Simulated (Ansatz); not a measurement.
C$_{20}$H$_{26}$I···C$_{3}$F$_{6}$NO$_{4}$S$_{2}$, 63 atoms.

Geometry: PBE-D4/def2-SVP; core potentials replace the inner electrons of I; not at a stationary point (largest force 1.5 eV/Å).

Theory: Ansatz 0.2.0, RKS PBE0-D4/def2-SVP.

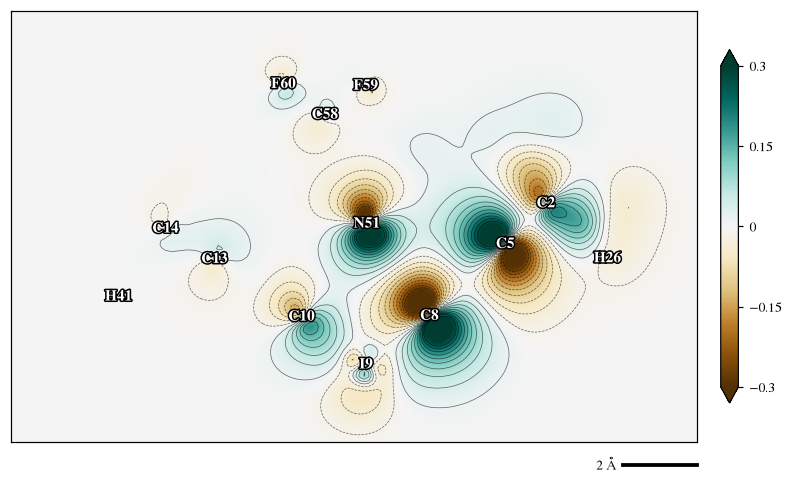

C$_{20}$H$_{26}$I···C$_{3}$F$_{6}$NO$_{4}$S$_{2}$ (SMILES CC(C)(C)c1ccc([I+]c2ccc(C(C)(C)C)cc2)cc1.O=S1(=O)[N-]S(=O)(=O)C(F)(F)C(F)(F)C1(F)F). The HOMO−1 on the plane of atoms C8, I9 and C10 (values in Å⁻³ᐟ²; the overall sign is arbitrary).

Describe this orbital and give its energy.

Its weight (Hirshfeld) is mainly on C8 (about 20 %), C5 (about 15 %), C6 (about 10 %), N51 (about 10 %) and C21 (about 5 %). Its energy is −7.54 eV.
